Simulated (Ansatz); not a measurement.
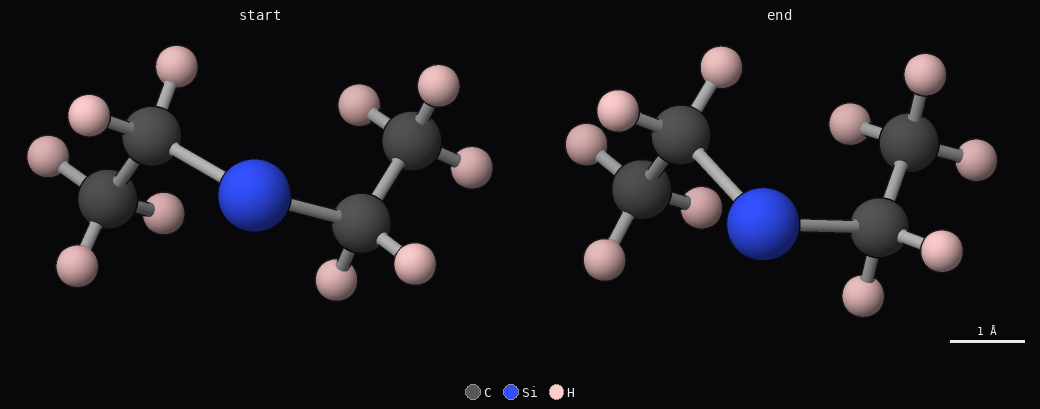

The structure of C₄H₁₀Si (coarse preliminary run) before (left) and after (right) a relaxation, at one scale.

Style: ball-and-stick. Shown at a tilt.

The start comes from a force field.

Method: RKS PBE-D4/def2-SVP in Ansatz. (force threshold 0.03 eV/Å; at most 200 steps)

### What changed between the two?

The atom that moves furthest after the best rigid fit is an H atom (0.51 Å). Largest moves by element: H 0.51 Å, Si 0.45 Å, C 0.33 Å. Near-neighbour distances that change, for instance: C–Si 1.794 → 1.929 Å, C–Si 1.867 → 1.934 Å, C–H 1.048 → 1.112 Å, C–C 1.482 → 1.545 Å. Among the angles between lasting bonds that change: C–Si–C 114.6° → 100.6°, Si–C–H 106.3° → 99.6°, C–C–Si 114.4° → 108.9°. Groups turn about C–Si by about 30°. After 11 accepted moves (13 points after the start) the energy has fallen by 17.9 kcal/mol. Largest force component: 3.2 eV/Å at the start, 0.012 eV/Å at the end. The line search rejected the trial steps at points 4, 7 of the run.
